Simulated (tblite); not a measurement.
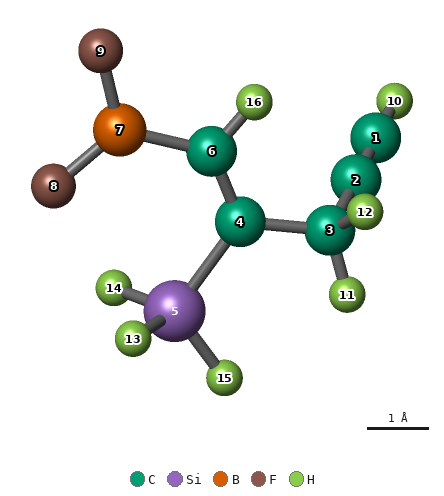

Figure 1. The input geometry (ball-and-stick view, seen at a tilt; atoms are numbered from 1 in the order of the input). Bond lengths as drawn: B–C 1.59 Å, B–F 1.44 to 1.45 Å, C–C 1.21 to 1.50 Å, C–H 1.07 to 1.12 Å, C–Si 1.87 Å and H–Si 1.47 Å.

**Run report: C5H7BF2Si, geometry relaxation**

- system: C5H7BF2Si
- method: GFN2-xTB geometry optimisation, gas phase (tblite 0.8.0)

Log:
```
step      E/eV     max force
  0    -725.91678    3.408
  1    -726.24828    2.281
  2    -725.80782    7.891
  3    -726.45016    0.857
  4    -726.47849    0.503
  5    -726.49706    0.493
  6    -726.50168    0.177
  7    -726.50516    0.119
  8    -726.50678    0.128
  9    -726.50916    0.138
 10    -726.51088    0.133
 11    -726.51253    0.101
 12    -726.51374    0.077
 13    -726.51470    0.082
 14    -726.51549    0.070
 15    -726.51622    0.067
 16    -726.51684    0.064
 17    -726.51737    0.069
 18    -726.51790    0.069
 19    -726.51845    0.066
 20    -726.51888    0.062
 21    -726.51914    0.036
 22    -726.51932    0.033
 23    -726.51952    0.043
 24    -726.51977    0.045
 25    -726.52000    0.037
 26    -726.52016    0.040
 27    -726.52030    0.033
 28    -726.52048    0.041
 29    -726.52069    0.038
 30    -726.52085    0.026
 31    -726.52097    0.028
 32    -726.52107    0.028
 33    -726.52119    0.035
 34    -726.52131    0.028
 35    -726.52140    0.025
 36    -726.52147    0.021
 37    -726.52154    0.025
 38    -726.52162    0.026
 39    -726.52169    0.021
 40    -726.52175    0.020
 41    -726.52180    0.021
 42    -726.52186    0.031
 43    -726.52194    0.031
 44    -726.52202    0.024
 45    -726.52210    0.026
 46    -726.52218    0.027
 47    -726.52228    0.040
 48    -726.52242    0.042
 49    -726.52260    0.038
 50    -726.52283    0.042
 51    -726.52309    0.045
 52    -726.52336    0.042
 53    -726.52360    0.036
 54    -726.52378    0.031
 55    -726.52391    0.032
 56    -726.52405    0.035
 57    -726.52422    0.034
 58    -726.52447    0.042
 59    -726.52478    0.053
 60    -726.52505    0.047
 61    -726.52524    0.024
 62    -726.52535    0.024
 63    -726.52545    0.029
 64    -726.52557    0.036
 65    -726.52571    0.032
 66    -726.52585    0.039
 67    -726.52594    0.121
 68    -726.52611    0.055
 69    -726.52628    0.052
 70    -726.52675    0.032
 71    -726.52704    0.049
 72    -726.52755    0.076
 73    -726.52812    0.089
 74    -726.52913    0.085
 75    -726.53055    0.101
 76    -726.53102    0.134
 77    -726.53250    0.196
 78    -726.53311    0.095
 79    -726.53437    0.107
 80    -726.53503    0.185
 81    -726.53693    0.266
 82    -726.53909    0.297
 83    -726.54203    0.216
 84    -726.54424    0.086
 85    -726.54141    0.371
 86    -726.54617    0.151
 87    -726.54681    0.064
 88    -726.54818    0.127
 89    -726.54904    0.128
 90    -726.55029    0.076
 91    -726.55095    0.156
 92    -726.55189    0.177
 93    -726.55312    0.074
 94    -726.55377    0.076
 95    -726.55433    0.060
 96    -726.55486    0.053
 97    -726.55558    0.085
 98    -726.55626    0.094
 99    -726.55691    0.089
100    -726.55734    0.074
101    -726.55772    0.051
102    -726.55812    0.061
103    -726.55850    0.079
104    -726.55899    0.105
105    -726.55969    0.093
106    -726.56023    0.056
107    -726.56062    0.028
108    -726.56083    0.023
109    -726.56093    0.037
110    -726.56103    0.021
111    -726.56116    0.026
112    -726.56127    0.023
113    -726.56133    0.018
114    -726.56137    0.026
115    -726.56142    0.018
116    -726.56148    0.014
117    -726.56152    0.012
118    -726.56154    0.009
119    -726.56156    0.010
120    -726.56158    0.011
121    -726.56161    0.012
122    -726.56163    0.011
123    -726.56165    0.011
124    -726.56167    0.011
125    -726.56170    0.012
126    -726.56173    0.013
127    -726.56176    0.018
128    -726.56180    0.019
129    -726.56184    0.016
130    -726.56187    0.013
131    -726.56190    0.015
132    -726.56193    0.015
133    -726.56197    0.016
134    -726.56201    0.017
135    -726.56205    0.012
136    -726.56207    0.008
137    -726.56209    0.008
138    -726.56210    0.009
139    -726.56212    0.011
140    -726.56213    0.009
141    -726.56214    0.008
142    -726.56215    0.010
143    -726.56217    0.012
144    -726.56218    0.010
145    -726.56220    0.009
146    -726.56221    0.013
147    -726.56223    0.012
148    -726.56224    0.009
149    -726.56225    0.009
150    -726.56226    0.008
151    -726.56227    0.008
152    -726.56228    0.009
153    -726.56229    0.009
154    -726.56231    0.008
155    -726.56232    0.009
156    -726.56233    0.014
157    -726.56234    0.006
158    -726.56235    0.007
159    -726.56235    0.007
160    -726.56236    0.009
161    -726.56237    0.009
162    -726.56238    0.007
163    -726.56239    0.006
164    -726.56239    0.006
165    -726.56240    0.006
166    -726.56240    0.005
167    -726.56241    0.006
168    -726.56241    0.007
169    -726.56242    0.007
170    -726.56242    0.004
171    -726.56242    0.006
172    -726.56243    0.006
173    -726.56244    0.007
174    -726.56244    0.005
175    -726.56245    0.004
176    -726.56245    0.003
177    -726.56245    0.003
```

Trajectory as extended XYZ (Å, eV, eV/Å), 7 of the 12 frames kept, from step=0 to step=177:
```
16
Properties=species:S:1:pos:R:3:forces:R:3 step=0 energy=-725.91678
C    -2.5314    0.1288    2.0270    0.2400  -0.0140  -0.6170
C    -2.0843    0.0740    0.9058   -0.2690   0.0440   0.8850
C    -1.5093   -0.0096   -0.4352   -0.9210   0.0730  -0.3200
C    -0.0106   -0.0041   -0.3934    0.0080   0.4070   0.1510
Si    0.8565   -1.6056   -0.8247    0.7970  -0.5170  -0.1010
C     0.6339    1.1247   -0.0432    1.2730   0.2920   0.1190
B     2.2015    1.3386    0.0665    1.2170   0.1740   0.2220
F     3.1533    0.2800   -0.1848   -1.9600   2.6650   0.6250
F     2.7084    2.6308    0.4555   -0.8350  -3.1630  -0.9550
H    -2.9481    0.1851    3.0089    0.2790  -0.0380  -0.6610
H    -1.9089   -0.9272   -0.9271    0.2930   0.4760   0.3100
H    -1.8780    0.8591   -1.0317    0.1930  -0.3790   0.3850
H     1.7234   -1.3761   -1.9849   -0.1110   0.0090  -0.0010
H     1.6672   -2.0599    0.3081   -0.1250   0.0200  -0.0100
H    -0.1274   -2.6381   -1.1632   -0.1060   0.0670   0.0190
H     0.0461    2.0085    0.2048    0.0250  -0.1150  -0.0510
16
Properties=species:S:1:pos:R:3:forces:R:3 step=32 energy=-726.52107
C    -2.4920    0.1241    2.0071    0.0110  -0.0030   0.0050
C    -2.0636    0.0558    0.8920   -0.0070   0.0100  -0.0060
C    -1.5195    0.0029   -0.4525   -0.0080  -0.0070   0.0140
C    -0.0102    0.0141   -0.3907    0.0050   0.0020  -0.0160
Si    0.9220   -1.5908   -0.8028    0.0050  -0.0230  -0.0070
C     0.6161    1.1481   -0.0330    0.0010   0.0080  -0.0040
B     2.1369    1.3069    0.0752    0.0130   0.0020  -0.0040
F     2.9948    0.3269   -0.1804    0.0040   0.0060   0.0070
F     2.7221    2.4432    0.4158    0.0010  -0.0100   0.0050
H    -2.8816    0.1793    2.9799    0.0110  -0.0140  -0.0220
H    -1.8845   -0.8979   -0.9504   -0.0150   0.0020   0.0020
H    -1.8811    0.8782   -1.0030    0.0180  -0.0060   0.0110
H     1.7483   -1.3700   -1.9886   -0.0110   0.0040   0.0090
H     1.6894   -2.0519    0.3497   -0.0130   0.0150   0.0050
H    -0.1158   -2.5812   -1.1246    0.0020   0.0060   0.0070
H     0.0110    2.0214    0.1950   -0.0150   0.0060  -0.0030
16
Properties=species:S:1:pos:R:3:forces:R:3 step=64 energy=-726.52557
C    -2.3857    0.0152    2.0026   -0.0110  -0.0070   0.0000
C    -2.0319    0.0161    0.8599   -0.0020  -0.0100  -0.0180
C    -1.5344    0.0530   -0.5023    0.0290   0.0040  -0.0210
C    -0.0256    0.0479   -0.4438    0.0160  -0.0020   0.0080
Si    0.8812   -1.5958   -0.7417   -0.0020   0.0060   0.0110
C     0.6128    1.1865   -0.1246   -0.0050   0.0020   0.0070
B     2.1281    1.3161    0.0722   -0.0090  -0.0010  -0.0070
F     2.9856    0.3281   -0.1492    0.0000  -0.0090  -0.0040
F     2.7060    2.4282    0.4949    0.0080   0.0130  -0.0170
H    -2.7262    0.0098    2.9938   -0.0140  -0.0120   0.0240
H    -1.9144   -0.8100   -1.0529   -0.0060   0.0020   0.0100
H    -1.8992    0.9675   -0.9799    0.0030   0.0100  -0.0020
H     1.7358   -1.4545   -1.9190   -0.0080   0.0000   0.0000
H     1.6161   -1.9950    0.4536   -0.0030   0.0000   0.0070
H    -0.1709   -2.5821   -1.0206   -0.0030  -0.0100  -0.0050
H     0.0150    2.0780    0.0454    0.0050   0.0140   0.0070
16
Properties=species:S:1:pos:R:3:forces:R:3 step=96 energy=-726.55486
C    -2.3867   -0.5844    1.8521    0.0000   0.0120   0.0190
C    -2.0304   -0.1846    0.7822   -0.0130  -0.0190  -0.0380
C    -1.5139    0.2855   -0.4892   -0.0020   0.0030  -0.0010
C    -0.0124    0.2021   -0.4153   -0.0120  -0.0010  -0.0120
Si    0.7337   -1.5462   -0.4276   -0.0030  -0.0070  -0.0080
C     0.7120    1.3229   -0.2724   -0.0090   0.0070  -0.0030
B     2.2393    1.3665   -0.1434   -0.0070   0.0040   0.0260
F     3.0002    0.2806   -0.0836    0.0040   0.0410  -0.0240
F     2.9197    2.5000   -0.0738    0.0150  -0.0510   0.0050
H    -2.7238   -0.9211    2.7860   -0.0300  -0.0020   0.0040
H    -1.8945   -0.3558   -1.2898    0.0080  -0.0060   0.0250
H    -1.8520    1.3110   -0.6687    0.0070  -0.0070   0.0390
H     1.6390   -1.6805   -1.5680    0.0030   0.0200   0.0070
H     1.3789   -1.8037    0.8559   -0.0020  -0.0160  -0.0120
H    -0.4035   -2.4572   -0.6161    0.0240   0.0020   0.0150
H     0.1866    2.2739   -0.2395    0.0160   0.0230  -0.0410
16
Properties=species:S:1:pos:R:3:forces:R:3 step=112 energy=-726.56127
C    -2.4756   -0.6842    1.8212    0.0060   0.0010  -0.0220
C    -2.0504   -0.2417    0.7939   -0.0110   0.0050   0.0190
C    -1.4995    0.3197   -0.4243   -0.0050   0.0070  -0.0190
C     0.0015    0.2298   -0.3768   -0.0110  -0.0180   0.0000
Si    0.7353   -1.5249   -0.3751   -0.0020  -0.0110   0.0050
C     0.7431    1.3472   -0.3191    0.0000  -0.0060   0.0030
B     2.2734    1.3659   -0.2171    0.0070   0.0100   0.0120
F     3.0140    0.2701   -0.1126    0.0010  -0.0080  -0.0150
F     2.9835    2.4822   -0.2093   -0.0010   0.0050   0.0010
H    -2.8715   -1.0765    2.7093   -0.0030  -0.0030   0.0090
H    -1.8768   -0.2565   -1.2750    0.0030  -0.0020   0.0010
H    -1.8341    1.3568   -0.5256    0.0020   0.0110   0.0050
H     1.6342   -1.6640   -1.5194    0.0070   0.0060  -0.0010
H     1.3822   -1.7901    0.9054    0.0060   0.0050   0.0000
H    -0.4031   -2.4341   -0.5555    0.0010   0.0010   0.0050
H     0.2364    2.3091   -0.3313    0.0020  -0.0030  -0.0020
16
Properties=species:S:1:pos:R:3:forces:R:3 step=144 energy=-726.56218
C    -2.4931   -0.6975    1.8060   -0.0010   0.0030   0.0030
C    -2.0596   -0.2431    0.7876    0.0000   0.0010   0.0040
C    -1.4979    0.3268   -0.4220   -0.0090  -0.0010   0.0020
C     0.0025    0.2279   -0.3721   -0.0050   0.0050   0.0040
Si    0.7367   -1.5265   -0.3608    0.0020   0.0000  -0.0020
C     0.7469    1.3436   -0.3134    0.0040   0.0020  -0.0030
B     2.2782    1.3650   -0.2284    0.0010   0.0010  -0.0010
F     3.0267    0.2703   -0.1868   -0.0010   0.0040   0.0020
F     2.9812    2.4852   -0.1873    0.0040  -0.0020   0.0010
H    -2.8956   -1.0933    2.6900    0.0000  -0.0040  -0.0040
H    -1.8750   -0.2376   -1.2804    0.0000  -0.0080  -0.0060
H    -1.8253    1.3673   -0.5131    0.0030   0.0020  -0.0010
H     1.6208   -1.6761   -1.5152   -0.0020  -0.0010  -0.0040
H     1.4059   -1.7679    0.9131    0.0070   0.0000   0.0030
H    -0.4011   -2.4414   -0.5083   -0.0050   0.0000   0.0010
H     0.2413    2.3063   -0.3204    0.0010  -0.0030   0.0010
16
Properties=species:S:1:pos:R:3:forces:R:3 step=177 energy=-726.56245
C    -2.5005   -0.6874    1.8047   -0.0010   0.0000   0.0000
C    -2.0629   -0.2384    0.7857    0.0000   0.0000   0.0000
C    -1.4971    0.3224   -0.4263   -0.0010   0.0000   0.0010
C     0.0035    0.2264   -0.3701    0.0010   0.0010   0.0020
Si    0.7406   -1.5269   -0.3637    0.0020  -0.0020  -0.0010
C     0.7465    1.3427   -0.3063    0.0010   0.0010   0.0010
B     2.2778    1.3653   -0.2199    0.0000  -0.0010  -0.0010
F     3.0275    0.2708   -0.1982    0.0000   0.0000   0.0000
F     2.9802    2.4849   -0.1601    0.0000   0.0000   0.0000
H    -2.9069   -1.0807    2.6880    0.0000   0.0000   0.0000
H    -1.8695   -0.2509   -1.2812    0.0000   0.0000  -0.0010
H    -1.8251    1.3618   -0.5278    0.0000   0.0000   0.0000
H     1.5905   -1.6802   -1.5437    0.0010   0.0000   0.0000
H     1.4486   -1.7622    0.8902   -0.0010   0.0000  -0.0010
H    -0.4005   -2.4434   -0.4726    0.0000   0.0000   0.0010
H     0.2398    2.3048   -0.3100    0.0000   0.0000  -0.0010
```

This output came from the following input.

Input file:
```
{"job": {"xc": "GFN2-xTB", "basis": "xTB", "kind": "relax"}, "charge": 0, "multiplicity": 1}
C     -2.531400     0.128800     2.027000
C     -2.084300     0.074000     0.905800
C     -1.509300    -0.009600    -0.435200
C     -0.010600    -0.004100    -0.393400
Si     0.856500    -1.605600    -0.824700
C      0.633900     1.124700    -0.043200
B      2.201500     1.338600     0.066500
F      3.153300     0.280000    -0.184800
F      2.708400     2.630800     0.455500
H     -2.948100     0.185100     3.008900
H     -1.908900    -0.927200    -0.927100
H     -1.878000     0.859100    -1.031700
H      1.723400    -1.376100    -1.984900
H      1.667200    -2.059900     0.308100
H     -0.127400    -2.638100    -1.163200
H      0.046100     2.008500     0.204800
```

The first line tells a small driver script what to run in tblite; the rest is the geometry in Å.

Run as:
```bash
OMP_NUM_THREADS=1 python <driver script> task.json out
```

Summary:

| quantity | value |
| --- | --- |
| outcome | converged |
| total energy | −726.5624 eV |
| hardware | 1 CPU thread, shared host |
| wall time | 2 s |
| peak memory | 0.18 GiB |
